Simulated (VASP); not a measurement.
Input:

```
CELL_PARAMETERS angstrom
      0.00000     2.40450     2.40450
      2.40450     0.00000     2.40450
      2.40450     2.40450     0.00000
ATOMIC_POSITIONS crystal
  B  0.00000 0.00000 0.00000
  As 0.25000 0.25000 0.25000
```

Calculation: optB86b-vdW, VASP's PBE PAW potentials (set 64) (plane waves; VASP). Run with 520 eV cut-off, 11×11×11 Γ-centred mesh, tetrahedra with Blöchl corrections, potentials B As.

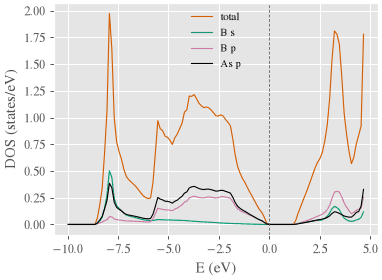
Total and projected density of states, zero at the valence-band maximum

Within 2 eV below the valence-band maximum the largest weight inside VASP's projection spheres is As p, then B p.

It has a band gap.

The compound is BAs in the zinc blende structure. It was relaxed first.
